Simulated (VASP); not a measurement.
# ZrB2: cell size against the level of theory, part 2 of 3

Aim: relax ZrB2 at several levels and hold each cell against experiment. LASPH is on for some levels and off for others; the table marks which. The start is a cell from a database of measured crystal structures.

VASP 6.6.1, plane waves and PAW; the level of theory is named at each step.

So far. Step 2 (Relaxation with LDA): It ends with forces that vanish by symmetry and a pressure of 0.03 GPa. The volume lies -3.1 % from that of the database's start, which holds the thermal and zero-point expansion of its experiment. LDA is known to overbind. The conventional cell has a = 3.135 and c = 3.498 Å.

### Step 3. Relaxation with PBEsol

This step: PBEsol; plane waves and PAW (Zr_sv, B) (VASP 6.6.1).

PBEsol restores the gradient expansion of exchange and is tuned for the cells of solids.

Input file INCAR:

```
SYSTEM = ZrB2
PREC = Accurate
ENCUT = 520
EDIFF = 1E-06
NELM = 100
ISMEAR = -1
SIGMA = 0.05
LREAL = .FALSE.
ALGO = Normal
GGA = PS
NBANDS = 15
LORBIT = 11
LWAVE = .FALSE.
LCHARG = .FALSE.
KPAR = 4
IBRION = 2
NSW = 60
ISIF = 3
EDIFFG = -0.01
```

Input file POSCAR:

```
ZrB2
1.0
    3.1700000000      0.0000000000      0.0000000000
   -1.5850000000      2.7453005300      0.0000000000
    0.0000000000      0.0000000000      3.5330000000
Zr B
1 2
Direct
    0.0000000000      0.0000000000      0.0000000000
    0.3333333333      0.6666666667      0.5000000000
    0.6666666667      0.3333333333      0.5000000000
```

Input file KPOINTS:

```
Automatic mesh
0
Gamma
10 10 8
0 0 0
```

Potentials, in the order of the species: Zr_sv and B (PBE family, release 64).

Run with:

```sh
$ mpirun -np 4 vasp_std
```

Output:

```text
[banner, memory and clock lines left out]
running    4 mpi-ranks, on    1 nodes
 distrk:  each k-point on    1 cores,    4 groups
 distr:  one band on    1 cores,    1 groups

 POSCAR found type information on POSCAR ZrB
 POSCAR found :  2 types and       3 ions
 [... a notice as in an earlier step ...]

 LDA part: xc-table for (Slater+PW92), standard interpolation
 POSCAR, INCAR and KPOINTS ok, starting setup
 FFT: planning ... GRIDC
 FFT: planning ... GRID_SOFT
 FFT: planning ... GRID
 WAVECAR not read
 entering main loop
       N       E                     dE             d eps       ncg     rms          rms(c)
DAV:   1     0.102387686007E+03    0.10239E+03   -0.96844E+03  2100   0.119E+03
DAV:   2    -0.244390521622E+02   -0.12683E+03   -0.12268E+03  2604   0.304E+02
DAV:   3    -0.288927184731E+02   -0.44537E+01   -0.44253E+01  3464   0.484E+01
DAV:   4    -0.289463348101E+02   -0.53616E-01   -0.53603E-01  2362   0.499E+00
DAV:   5    -0.289475605676E+02   -0.12258E-02   -0.12257E-02  3274   0.512E-01    0.222E+01
DAV:   6    -0.264450409644E+02    0.25025E+01   -0.58944E+00  2621   0.168E+01    0.915E+00
DAV:   7    -0.263987594696E+02    0.46281E-01   -0.68435E-01  3096   0.525E+00    0.324E+00
DAV:   8    -0.263984043627E+02    0.35511E-03   -0.95546E-02  2538   0.262E+00    0.502E-01
DAV:   9    -0.263948431080E+02    0.35613E-02   -0.19081E-02  2668   0.106E+00    0.187E-01
DAV:  10    -0.263945933703E+02    0.24974E-03   -0.12671E-03  2488   0.339E-01    0.400E-02
DAV:  11    -0.263945982428E+02   -0.48725E-05   -0.63101E-05  2933   0.744E-02    0.109E-02
DAV:  12    -0.263945966449E+02    0.15979E-05   -0.27937E-06  2403   0.119E-02    0.497E-03
DAV:  13    -0.263945965142E+02    0.13072E-06   -0.49281E-07  1190   0.620E-03
   1 F= -.26394597E+02 E0= -.26393191E+02  d E =-.263946E+02
 curvature:   0.00 expect dE= 0.000E+00 dE for cont linesearch  0.000E+00
 trial: gam= 0.00000 g(F)=  0.537E-51 g(S)=  0.250E-01 ort = 0.000E+00 (trialstep = 0.100E+01)
 search vector abs. value=  0.250E-01
 bond charge predicted
       N       E                     dE             d eps       ncg     rms          rms(c)
DAV:   1    -0.265213200945E+02   -0.12672E+00   -0.40586E+00  2419   0.200E+01    0.478E+00
DAV:   2    -0.264002164456E+02    0.12110E+00   -0.30331E-01  2423   0.598E+00    0.120E+00
DAV:   3    -0.263866356624E+02    0.13581E-01   -0.98401E-02  3242   0.232E+00    0.533E-01
DAV:   4    -0.263891402889E+02   -0.25046E-02   -0.38541E-03  2853   0.457E-01    0.231E-01
DAV:   5    -0.263908488856E+02   -0.17086E-02   -0.40128E-03  3295   0.368E-01    0.178E-01
DAV:   6    -0.263911451114E+02   -0.29623E-03   -0.23523E-04  3298   0.120E-01    0.556E-02
DAV:   7    -0.263911698425E+02   -0.24731E-04   -0.35777E-05  3016   0.499E-02    0.155E-02
DAV:   8    -0.263911719470E+02   -0.21045E-05   -0.12862E-06  1693   0.123E-02    0.694E-03
DAV:   9    -0.263911726602E+02   -0.71320E-06   -0.40554E-07  1309   0.744E-03
   2 F= -.26391173E+02 E0= -.26389808E+02  d E =0.342385E-02
[...]
3 F= -.26400212E+02 E0= -.26398825E+02  d E =-.561546E-02
[...]
4 F= -.26400210E+02 E0= -.26398823E+02  d E =-.561345E-02
 curvature:  -0.21 expect dE=-0.147E-04 dE for cont linesearch -0.758E-06
 ZBRENT: accuracy reached
 trial: gam= 0.01464 g(F)=  0.516E-50 g(S)=  0.688E-04 ort =-0.298E-03 (trialstep = 0.890E+00)
 search vector abs. value=  0.654E-04
 bond charge predicted
       N       E                     dE             d eps       ncg     rms          rms(c)
DAV:   1    -0.264002979266E+02   -0.88363E-04   -0.40370E-03  2212   0.561E-01    0.479E-02
DAV:   2    -0.264002548548E+02    0.43072E-04   -0.78117E-05  2422   0.720E-02    0.251E-02
DAV:   3    -0.264002394048E+02    0.15450E-04   -0.37504E-05  2639   0.494E-02    0.425E-03
DAV:   4    -0.264002394893E+02   -0.84471E-07   -0.77402E-07  1604   0.740E-03
   5 F= -.26400239E+02 E0= -.26398842E+02  d E =-.295228E-04
 trial-energy change:   -0.000030  1 .order   -0.000030   -0.000057   -0.000003
 step:   0.9398(harm=  0.9398)  dis= 0.00000  next Energy=   -26.400240 (dE=-0.303E-04)
 reached required accuracy - stopping structural energy minimisation
```

Run time: 9 s. Hardware: 4 MPI ranks of Intel Xeon 6975P-C (Granite Rapids), shared host; peak memory 0.63 GiB; 34 s of CPU time.

OUTCAR, selected parts (step 3):

```text
The static configuration has the point symmetry D_6h.

 Found     70 irreducible k-points:

   NELECT =      18.0000    total number of electrons

 E-fermi :  10.4973

 k-point     1 :       0.0000    0.0000    0.0000
  band No.  band energies     occupation
    ...
      5      -2.1635      2.00000
      6       7.9413      2.00000
      7       7.9413      2.00000
      8       7.9480      2.00000
      9       8.2998      2.00000
     10      14.0670      0.00000
     11      14.0670      0.00000
     12      14.8891      0.00000
     13      14.8891      0.00000
     14      15.6014      0.00000
    ...

 k-point     2 :       0.1000   -0.0000    0.0000
  band No.  band energies     occupation
    ...
      5      -1.9603      2.00000
      6       7.3759      2.00000
      7       7.9500      2.00000
      8       8.0714      2.00000
      9       8.1390      2.00000
     10      13.8258      0.00000
     11      13.9397      0.00000
     12      14.2452      0.00000
     13      14.3807      0.00000
     14      16.4375      0.00000
    ...

  Total        0.0147193      0.0147193      0.0096641      0.0000000      0.0000000     -0.0000000
  in kB        0.7792392      0.7792392      0.5116182      0.0000000      0.0000000     -0.0000000
  external PRESSURE =       0.6900322 kB  Pullay stress =       0.0000000 kB

  energy-cutoff  :      520.00
  volume of cell :       30.26
      direct lattice vectors                 reciprocal lattice vectors
     3.154717900  0.000000000  0.000000000     0.316985554  0.183011695 -0.000000000
    -1.577358950  2.732065843 -0.000000000     0.000000000  0.366023389 -0.000000000
     0.000000000  0.000000000  3.511361099    -0.000000000  0.000000000  0.284789850

 POSITION                                       TOTAL-FORCE (eV/Angst)
 -----------------------------------------------------------------------------------
     -1.57736      2.73207     -0.00000        -0.000000     -0.000000     -0.000000
     -0.00000      1.82138      1.75568         0.000000     -0.000000     -0.000000
      1.57736      0.91069      1.75568        -0.000000      0.000000      0.000000
 -----------------------------------------------------------------------------------
    total drift:                               -0.000000      0.000000     -0.000000

  FREE ENERGIE OF THE ION-ELECTRON SYSTEM (eV)
  ---------------------------------------------------
  free  energy   TOTEN  =       -26.4002394893 eV

  energy  without entropy=      -26.3974443315  energy(sigma->0) =      -26.39884191

 total charge
# of ion       s       p       d       tot
------------------------------------------
    1        2.173   6.032   1.803  10.009
    2        0.665   1.249   0.000   1.914
    3        0.665   1.249   0.000   1.914
--------------------------------------------------
tot          3.503   8.531   1.803  13.837

[... 8 parts as in an earlier step ...]

[... 5 further parts left out ...]
```

CONTCAR:

```
ZrB2
   1.00000000000000
     3.1547179001274053    0.0000000000000000    0.0000000000000000
    -1.5773589500637026    2.7320658432871143   -0.0000000000000000
     0.0000000000000000    0.0000000000000000    3.5113610993586479
  Zr              B
     1     2
Direct
     0.0000000000000000    1.0000000000000000    0.0000000000000000
     0.3333333332999970    0.6666666667000030    0.5000000000000000
     0.6666666667000030    0.3333333332999970    0.5000000000000000
```

The PAW data sets were made with PBE, which is usual practice but a small mismatch for other functionals.

Step by step:

| step | energy less that of the first step (eV) | largest force (eV/Å) | pressure (GPa) | volume (Å³) |
| --- | --- | --- | --- | --- |
| 1 | 0.0000 | 0.0000 | -3.75 | 30.75 |
| 2 | 0.0034 | 0.0000 | 5.06 | 29.69 |
| 3 | -0.0056 | 0.0000 | 0.00 | 30.28 |
| 4 | -0.0056 | 0.0000 | 0.05 | 30.27 |
| 5 | -0.0056 | 0.0000 | 0.07 | 30.26 |

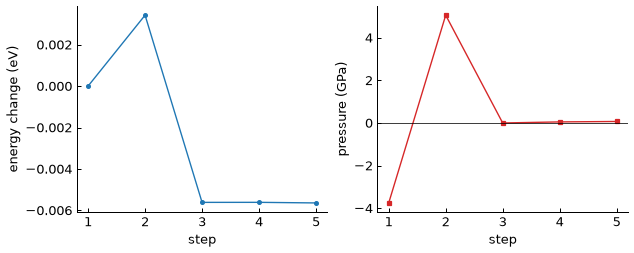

Energy and pressure along the relaxation.

| conventional cell, symmetrised | before | after | change |
| --- | --- | --- | --- |
| a (Å) | 3.170 | 3.155 | -0.5 % |
| b (Å) | 3.170 | 3.155 | -0.5 % |
| c (Å) | 3.533 | 3.511 | -0.6 % |
| volume (Å³/atom) | 10.25 | 10.09 | -1.6 % |

Final coordinates:

```xyz
3
Lattice="3.1547 0.0000 0.0000 -1.5774 2.7321 0.0000 0.0000 0.0000 3.5114" Properties=species:S:1:pos:R:3 pbc="T T T"
Zr    0.0000    0.0000    0.0000
B     0.0000    1.8214    1.7557
B     1.5774    0.9107    1.7557
```

This step gave:

```
free energy (TOTEN)             : -26.40 eV
energy at zero smearing         : -26.40 eV
Fermi energy                    : 10.50 eV
pressure                        : 0.06900 GPa
SCF cycles over all ionic steps : 38
```

It ends at 10.09 Å³/atom, -1.6 % from the start, with 0.07 GPa left. The conventional cell has a = 3.155 and c = 3.511 Å.

### Step 4. Relaxation with PBE

This step: PBE; plane waves and PAW (Zr_sv, B) (VASP 6.6.1).

PBE, the usual starting point, adds the gradient of the density.

INCAR, as its differences from that of step 3:

```diff
@@ -9,3 +9,3 @@
 ALGO = Normal
-GGA = PS
+GGA = PE
 NBANDS = 15
```

POSCAR is that of step 3.

KPOINTS is that of step 3.

Run with:

```sh
$ mpirun -np 4 vasp_std
```

Output:

```text
[banner, memory and clock lines left out]
running    4 mpi-ranks, on    1 nodes
[...]
LDA part: xc-table for (Slater+PW92), standard interpolation
 POSCAR, INCAR and KPOINTS ok, starting setup
[...]
entering main loop
       N       E                     dE             d eps       ncg     rms          rms(c)
DAV:   1     0.104085836311E+03    0.10409E+03   -0.96942E+03  2100   0.119E+03
DAV:   2    -0.230995577754E+02   -0.12719E+03   -0.12303E+03  2590   0.304E+02
DAV:   3    -0.275977498995E+02   -0.44982E+01   -0.44709E+01  3466   0.486E+01
DAV:   4    -0.276522360517E+02   -0.54486E-01   -0.54473E-01  2377   0.500E+00
[...]
DAV:  11    -0.249757590701E+02   -0.78531E-05   -0.62007E-05  2928   0.757E-02    0.107E-02
DAV:  12    -0.249757575599E+02    0.15101E-05   -0.29661E-06  2390   0.125E-02    0.425E-03
DAV:  13    -0.249757575819E+02   -0.21944E-07   -0.29867E-07  1162   0.529E-03
   1 F= -.24975758E+02 E0= -.24974341E+02  d E =-.249758E+02
[... from here on, the cycles between the ionic steps are left out ...]
   2 F= -.24975917E+02 E0= -.24974520E+02  d E =-.159897E-03
   3 F= -.24976321E+02 E0= -.24974915E+02  d E =-.563019E-03
   4 F= -.24976396E+02 E0= -.24975008E+02  d E =-.758050E-04
 trial-energy change:   -0.000076  1 .order   -0.000073   -0.000175    0.000028
 step:   0.7818(harm=  0.7818)  dis= 0.00000  next Energy=   -24.976396 (dE=-0.753E-04)
 reached required accuracy - stopping structural energy minimisation
```

Wall time 7.8 s (4 MPI ranks); peak memory 0.62 GiB; 29 s of CPU time.

Parts of OUTCAR (step 4):

```text
  Total        0.0125505      0.0125505     -0.0053761      0.0000000      0.0000000      0.0000000
  in kB        0.6513882      0.6513882     -0.2790300      0.0000000      0.0000000      0.0000000
  external PRESSURE =       0.3412488 kB  Pullay stress =       0.0000000 kB

 POSITION                                       TOTAL-FORCE (eV/Angst)
 -----------------------------------------------------------------------------------
      0.00000      0.00000      0.00000        -0.000000      0.000000      0.000000
     -0.00000      1.83025      1.77348        -0.000000      0.000000      0.000000
      1.58504      0.91513      1.77348         0.000000     -0.000000     -0.000000
 -----------------------------------------------------------------------------------
    total drift:                               -0.000000      0.000000     -0.000000

  FREE ENERGIE OF THE ION-ELECTRON SYSTEM (eV)
  ---------------------------------------------------
  free  energy   TOTEN  =       -24.9763964061 eV

  energy  without entropy=      -24.9736203538  energy(sigma->0) =      -24.97500838

[... 2 parts as in an earlier step ...]

[... 2 further parts left out ...]
[key lines of the parts left out:]
E-fermi :  10.3954
```

Relaxation path:

```csv
step,energy less that of the first step (eV),largest force (eV/Å),pressure (GPa),volume (Å³)
1,0.0000,0.0000,0.94,30.75
2,-0.0002,0.0000,-1.07,31.01
3,-0.0006,0.0000,-0.17,30.89
4,-0.0006,0.0000,0.03,30.87
```

```
conventional cell, symmetrised  before  after  change
                         a (Å)   3.170  3.170  +0.0 %
                         b (Å)   3.170  3.170  +0.0 %
                         c (Å)   3.533  3.547  +0.4 %
              volume (Å³/atom)   10.25  10.29  +0.4 %
```

Final coordinates:

```cif
data_structure
_symmetry_space_group_name_H-M 'P 1'
_symmetry_Int_Tables_number 1
_cell_length_a 3.1701
_cell_length_b 3.1701
_cell_length_c 3.5470
_cell_angle_alpha 90.000
_cell_angle_beta 90.000
_cell_angle_gamma 120.000
_cell_volume 30.87
loop_
_atom_site_label
_atom_site_type_symbol
_atom_site_fract_x
_atom_site_fract_y
_atom_site_fract_z
_atom_site_occupancy
Zr1 Zr 0.00000 0.00000 0.00000 1
B2 B 0.33333 0.66667 0.50000 1
B3 B 0.66667 0.33333 0.50000 1
```

It ends at 10.29 Å³/atom, +0.4 % from the start, with 0.03 GPa left. The conventional cell has a = 3.170 and c = 3.547 Å.

### Step 5. Relaxation with r2SCAN

This step: r2SCAN; plane waves and PAW (Zr_sv, B) (VASP 6.6.1).

r2SCAN adds the kinetic-energy density, costs more than a GGA and is run with LASPH.

INCAR, as its differences from that of step 4:

```diff
@@ -9,3 +9,4 @@
 ALGO = Normal
-GGA = PE
+METAGGA = R2SCAN
+LASPH = .TRUE.
 NBANDS = 15
```

POSCAR is that of step 4.

KPOINTS is that of step 4.

Run with:

```sh
$ mpirun -np 4 vasp_std
```

Output:

```text
[banner, memory and clock lines left out]
running    4 mpi-ranks, on    1 nodes
[...]
[... a notice as in an earlier step ...]

 LDA part: xc-table for (None), standard interpolation
 POSCAR, INCAR and KPOINTS ok, starting setup
[...]
entering main loop
       N       E                     dE             d eps       ncg     rms          rms(c)
DAV:   1     0.868713272643E+02    0.86871E+02   -0.99403E+03  2100   0.123E+03
DAV:   2    -0.442882642287E+02   -0.13116E+03   -0.12679E+03  2618   0.315E+02
DAV:   3    -0.493787921167E+02   -0.50905E+01   -0.50503E+01  3524   0.512E+01
DAV:   4    -0.494413520588E+02   -0.62560E-01   -0.62548E-01  2345   0.572E+00
[...]
DAV:  10    -0.406335323692E+02   -0.34568E-03   -0.42885E-04  2667   0.184E-01    0.527E-02
DAV:  11    -0.406335783397E+02   -0.45970E-04   -0.63268E-05  2563   0.791E-02    0.120E-02
DAV:  12    -0.406335784208E+02   -0.81103E-07   -0.14208E-06  2192   0.113E-02
   1 F= -.40633578E+02 E0= -.40632169E+02  d E =-.406336E+02
[... from here on, the cycles between the ionic steps are left out ...]
   2 F= -.40634718E+02 E0= -.40633382E+02  d E =-.113932E-02
   3 F= -.40634945E+02 E0= -.40633592E+02  d E =-.136610E-02
   4 F= -.40635045E+02 E0= -.40633722E+02  d E =-.100473E-03
   5 F= -.40635107E+02 E0= -.40633774E+02  d E =-.162467E-03
[...]
reached required accuracy - stopping structural energy minimisation
```

Wall time 37 s (4 MPI ranks); peak memory 0.65 GiB.

Parts of OUTCAR (step 5):

```text
  Total       -0.0003157     -0.0003157      0.0005652      0.0000000      0.0000000     -0.0000000
  in kB       -0.0163820     -0.0163820      0.0293338      0.0000000      0.0000000     -0.0000000
  external PRESSURE =      -0.0011434 kB  Pullay stress =       0.0000000 kB

 POSITION                                       TOTAL-FORCE (eV/Angst)
 -----------------------------------------------------------------------------------
     -1.58323      2.74224      0.00000         0.000000     -0.000000      0.000000
     -0.00000      1.82816      1.77763        -0.000000      0.000000      0.000000
      1.58323      0.91408      1.77763         0.000000     -0.000000      0.000000
 -----------------------------------------------------------------------------------
    total drift:                               -0.000000      0.000000     -0.000000

  FREE ENERGIE OF THE ION-ELECTRON SYSTEM (eV)
  ---------------------------------------------------
  free  energy   TOTEN  =       -40.6351069894 eV

  energy  without entropy=      -40.6324402536  energy(sigma->0) =      -40.63377362

[... 2 parts as in an earlier step ...]

[... 2 further parts left out ...]
[key lines of the parts left out:]
E-fermi :  10.5257
```

Relaxation path:

```
step  energy less that of the first step (eV)  largest force (eV/Å)  pressure (GPa)  volume (Å³)
   1                                   0.0000                0.0000            0.88        30.75
   2                                  -0.0011                0.0000           -0.97        31.00
   3                                  -0.0014                0.0000           -0.44        30.92
   4                                  -0.0015                0.0000            0.28        30.84
   5                                  -0.0015                0.0000            0.00        30.87
```

```
conventional cell, symmetrised  before  after  change
                         a (Å)   3.170  3.166  -0.1 %
                         b (Å)   3.170  3.166  -0.1 %
                         c (Å)   3.533  3.555  +0.6 %
              volume (Å³/atom)   10.25  10.29  +0.4 %
```

The relaxed structure:

```cif
data_structure
_symmetry_space_group_name_H-M 'P 1'
_symmetry_Int_Tables_number 1
_cell_length_a 3.1665
_cell_length_b 3.1665
_cell_length_c 3.5553
_cell_angle_alpha 90.000
_cell_angle_beta 90.000
_cell_angle_gamma 120.000
_cell_volume 30.87
loop_
_atom_site_label
_atom_site_type_symbol
_atom_site_fract_x
_atom_site_fract_y
_atom_site_fract_z
_atom_site_occupancy
Zr1 Zr 0.00000 0.00000 0.00000 1
B2 B 0.33333 0.66667 0.50000 1
B3 B 0.66667 0.33333 0.50000 1
```

It ends at 10.29 Å³/atom, +0.4 % from the start, with 0.00 GPa left. The conventional cell has a = 3.166 and c = 3.555 Å.

### Step 6. Relaxation with PBE + D3(BJ)

This step: PBE with D3(BJ); plane waves and PAW (Zr_sv, B) (VASP 6.6.1).

A dispersion term adds the long-range attraction that semilocal functionals lack. D3 with Becke-Johnson damping keeps a finite attraction at short range.

INCAR, as its differences from that of step 5:

```diff
@@ -9,4 +9,4 @@
 ALGO = Normal
-METAGGA = R2SCAN
-LASPH = .TRUE.
+GGA = PE
+IVDW = 12
 NBANDS = 15
```

POSCAR is that of step 5.

KPOINTS is that of step 5.

Run with:

```sh
$ mpirun -np 4 vasp_std
```

Output:

```text
[... set-up lines as in an earlier step ...]
 entering main loop
       N       E                     dE             d eps       ncg     rms          rms(c)
[... 13 cycles as in an earlier step ...]
   1 F= -.26145621E+02 E0= -.26144204E+02  d E =-.261456E+02
[...]
2 F= -.26138879E+02 E0= -.26137565E+02  d E =0.674237E-02
[...]
3 F= -.26157088E+02 E0= -.26155719E+02  d E =-.114663E-01
[...]
4 F= -.26157084E+02 E0= -.26155716E+02  d E =-.114627E-01
[...]
5 F= -.26157101E+02 E0= -.26155741E+02  d E =-.173075E-04
 trial-energy change:   -0.000017  1 .order   -0.000016   -0.000030   -0.000002
 step:   0.9581(harm=  0.9581)  dis= 0.00000  next Energy=   -26.157100 (dE=-0.162E-04)
 reached required accuracy - stopping structural energy minimisation
```

It took 9.4 s on 4 MPI ranks; peak memory 0.66 GiB.

Parts of OUTCAR (step 6):

```text
 Edisp (eV)   -1.19696

 Edisp (eV)   -1.19685

  Total       0.01717     0.01717     0.01756     0.00000     0.00000     0.00000
  in kB       0.91508     0.91508     0.93538     0.00000     0.00000     0.00000
  external pressure =        0.92 kB  Pullay stress =        0.00 kB

 POSITION                                       TOTAL-FORCE (eV/Angst)
 -----------------------------------------------------------------------------------
      0.00000     -0.00000      3.51353        -0.000000      0.000000      0.000000
     -0.00000      1.81496      1.75677         0.000000     -0.000000      0.000000
      1.57181      0.90748      1.75677        -0.000000      0.000000     -0.000000
 -----------------------------------------------------------------------------------
    total drift:                                0.000000     -0.000000     -0.000000

  FREE ENERGIE OF THE ION-ELECTRON SYSTEM (eV)
  ---------------------------------------------------
  free  energy   TOTEN  =       -26.1571014554 eV

  energy  without entropy=      -26.1543795846  energy(sigma->0) =      -26.15574052

[... 2 parts as in an earlier step ...]

[... 2 further parts left out ...]
[key lines of the parts left out:]
E-fermi :  10.6826
```

Dispersion corrections of this kind ignore metallic screening and tend to overbind metals.

It ends at 10.02 Å³/atom, -2.2 % from the start, with 0.09 GPa left. The conventional cell has a = 3.144 and c = 3.514 Å. Against plain PBE, the dispersion term moves a by -0.8 % and c by -0.9 %.

(Continued in part 3 of 3.)

[Lines on the potential files, build, host, timing and source positions are cut from VASP's logs without a mark.]

[Logs are printed without paths, hosts, clocks, repeated set-up lines and the standing remarks that a program may print on its own settings, such as how far it seeks lower states.]

[Hosts, paths, dates, database ids (printed as entryN), source tags and the programs' standing remarks are cut or masked in the printed files.]

[A measured line is paired with the nearest computed mode of its activity, which favours agreement.]
